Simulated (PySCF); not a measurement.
## A study: H3ISi, SMILES `I[SiH3]`

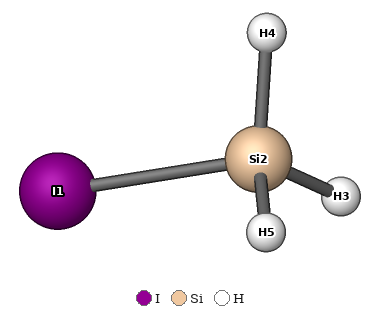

The molecule, with its atoms numbered as below. No frequency check shows the geometry to be a minimum.

Coordinates in Å:

```
I1       0.6150    0.0000    0.0000
Si2     -1.8467    0.0000    0.0000
H3      -2.2474   -1.3807   -0.2086
H4      -2.2474    0.5097    1.2999
H5      -2.2474    0.8709   -1.0914
```

Part 1: Bonding charge

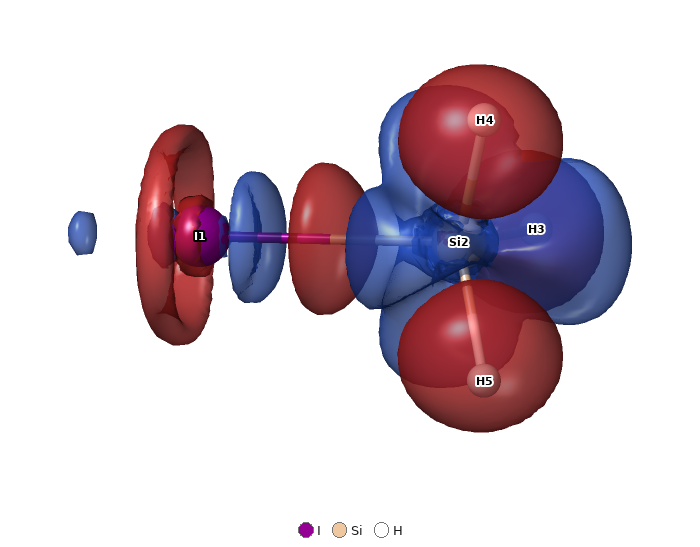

Deformation density (molecule less spherical, spin-averaged free atoms at the same positions), surfaces at ±0.04 e/Å³; red: gain, blue: loss.

Method: ωB97X/def2-TZVP; geometry: GFN2-xTB; program: PySCF. Core potentials replace the inner electrons of I; spin–orbit coupling isn't included.

How much density has each bond gained at its critical point, relative to the free atoms?

Answer. Si2–H4, Si2–H5 and Si2–H3: +0.26 e/Å³ at the bond critical point (bond length 1.45 Å, Mayer order 1.0). I1–Si2: +0.07 e/Å³ at the bond critical point (bond length 2.46 Å, Mayer order 1.2). In all, 1.3 electrons gather in the regions of gain relative to the promolecule. A small or negative value marks a very polar bond, one between electron-rich atoms, whose free-atom densities already overlap strongly, a long bond to a heavier atom, or a closed-shell contact such as a hydrogen bond.

Where do the Hirshfeld charges lie?

Answer. The highest Hirshfeld charge is on Si2 (+0.30 e), the lowest on I1 (−0.10 e).

```csv
atom,charge (e)
I1,−0.10
Si2,+0.30
H3,−0.07
H4,−0.07
H5,−0.07
```

Part 2: Bond critical points

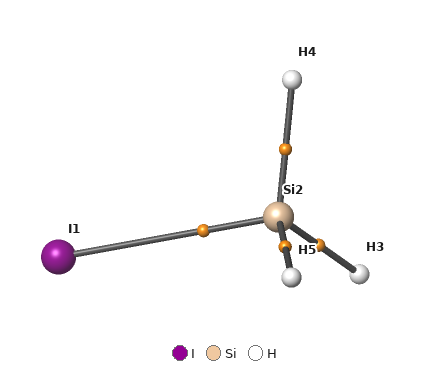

Molecular graph of the electron density (QTAIM): bond paths, bond critical points (orange), ring points (yellow, if any); weak paths are dashed.

How many critical points of each kind are there, and does the count close?

Answer. 5 nuclei, 4 bond, 0 ring and 0 cage critical points: 5 − 4 + 0 − 0 = 1, as the Poincaré–Hopf relation requires.

What does the calculation give at each kind of bond critical point?

Answer.
```json
{"bond": "Si2–H4 (3 alike)", "length (Å)": "1.453", "ρ (a.u.)": "0.130", "∇²ρ (a.u.)": "+0.19", "ε": "0.01", "H (a.u.)": "−0.084"}
{"bond": "I1–Si2", "length (Å)": "2.462", "ρ (a.u.)": "0.079", "∇²ρ (a.u.)": "−0.04", "ε": "0.00", "H (a.u.)": "−0.048"}
```

What kind of interaction is Si2–H4?

Answer. Polar or intermediate (positive Laplacian, negative energy density H): ρ = 0.130, ∇²ρ = +0.19, H = −0.084 a.u.

Part 3: Electrostatic potential

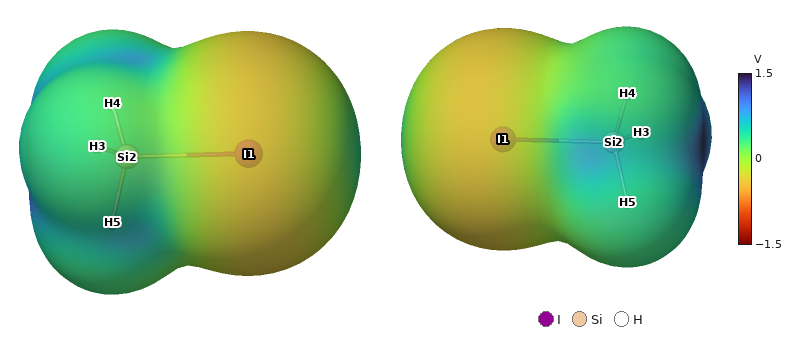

Electrostatic potential on the surface of electron density 0.001 a.u. (back view left, front view right).

Where are the extremes of the potential on the surface?

Answer. Highest: 1.49 V, near Si2 (2.00 Å), H3 (2.02 Å) and H4 (2.10 Å). Further maxima include 0.79 V, near H3 (1.93 Å), H4 (2.07 Å) and Si2 (2.11 Å), and at like points elsewhere; 0.40 V, 2.2 Å from I1. Lowest: −0.39 V, 2.4 Å from I1, and at like points elsewhere. The surface is sampled at points, so like sites can differ by a few per cent and only the strongest of them is named.

Does I1 carry a σ-hole?

Answer. Yes: a local maximum of +0.40 V lies on the extension of the Si2–I1 bond.

What volume does the surface enclose, and what is the dipole moment?

Answer. About 103 Å³; the dipole moment is 1.6 D.

Part 4: In an electric field

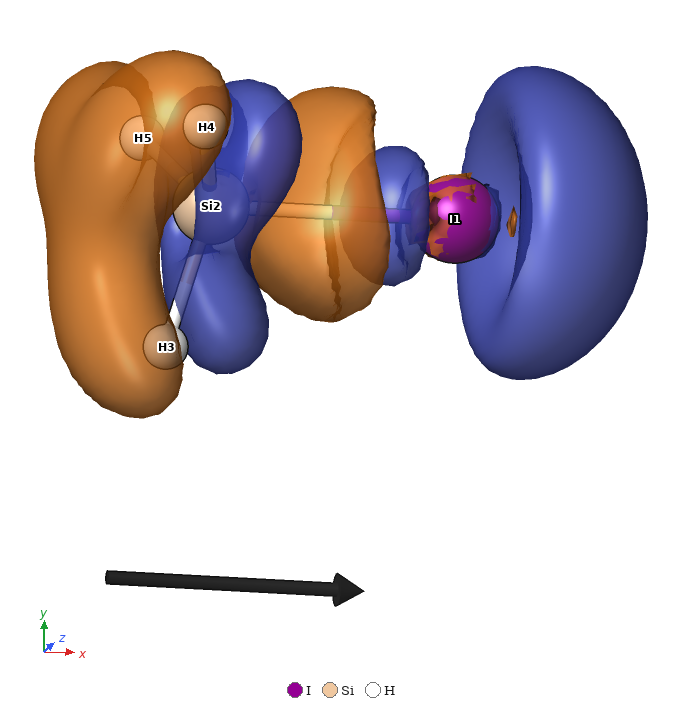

Change of the electron density in a uniform field of 0.21 V/Å along +x (arrow), surfaces at ±0.0015 e/Å³ (orange: gain, blue: loss).

PySCF calculation, ωB97X/def2-TZVP, gas phase; geometry: GFN2-xTB. Core potentials replace the inner electrons of I; spin–orbit coupling isn't included. A basis without diffuse functions makes polarisabilities too small.

How large is the response?

Answer. The induced dipole is 0.76 D (along the field); α along this axis, from the fields in both directions, is 75 bohr³ (11.0 Å³).

Which atoms gain and lose the most charge?

Answer. Electrons gather most on Si2 (Hirshfeld charge changes by −0.015 e) and leave I1 most (+0.033 e); 0.058 electrons are displaced in all.
